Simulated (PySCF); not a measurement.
Se(Et)(SiH3), SMILES [SiH3][Se]CC (C2H8SeSi) at its CAM-B3LYP/def2-SVP optimised geometry (Å):

```
12

Se     0.1136    -1.0733    -1.8571
C     -1.8301    -1.1422    -1.5232
C     -2.5642     0.1589    -1.7936
H     -1.9845    -1.4928    -0.4931
H     -2.1825    -1.9412    -2.1903
H     -2.4101     0.4959    -2.8287
H     -2.2246     0.9651    -1.1265
H     -3.6466     0.0268    -1.6336
Si     0.7385     0.0862     0.0000
H      0.2253    -0.5811     1.2291
H      0.2491     1.4928     0.0000
H      2.2246     0.0862     0.0000
```

Method: CAM-B3LYP/def2-TZVP run with PySCF.

Map of the Laplacian of the electron density (e/bohr⁵) on the plane z = 0.8 Å:

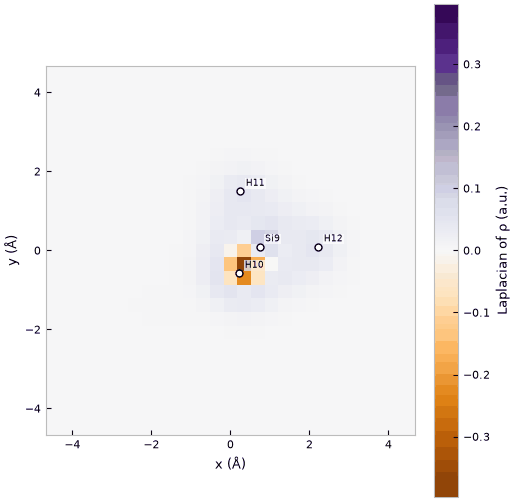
*Laplacian of the electron density (e/bohr⁵) on the plane z = 0.8 Å.*
